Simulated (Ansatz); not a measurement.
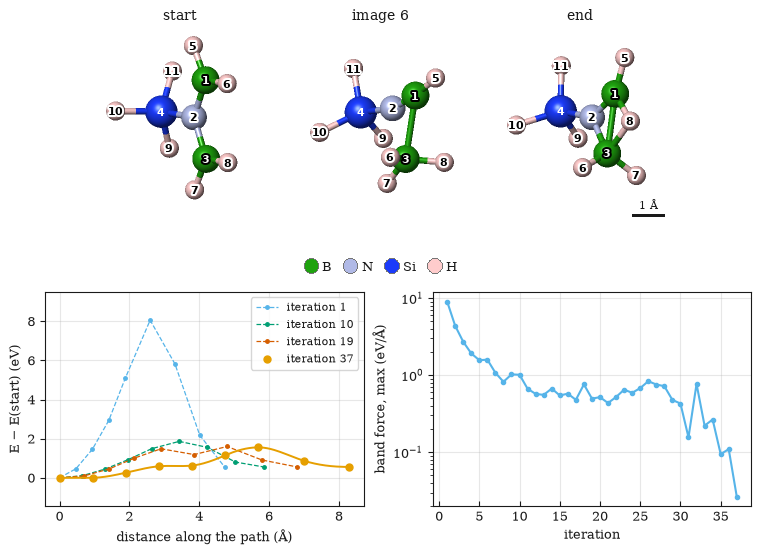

A nudged-elastic-band calculation for B₂SiNH₇. Images are numbered from 0 (start) to 8 (end). The plot follows the band through its iterations. The picture is a ball-and-stick view, seen from a free direction.

All numbers below come from RKS B3LYP-D4/def2-SVP (Ansatz). Set-up: 7 movable images; climbing image; force threshold 0.03 eV/Å; iteration limit 60; starting path through a guess of the saddle point.

How did the profile develop, and is the result final?

The result is final at these settings. The band converged in 37 iterations. The largest component of the band force went from 9.1 to 0.027 eV/Å. The climbing image converged on the top of the path. Its vibrational analysis gives one imaginary mode (315i cm⁻¹), as a transition state must have. The first iteration put the highest image at 8.06 eV. The energy climbs by 1.56 eV to image 6 and then falls by 1.00 eV, so the end point sits at +0.56 eV.

Cost: 11 min on 2 threads of AMD EPYC 7R13 Processor (Zen 3), on a shared host, peak memory 0.22 GiB.
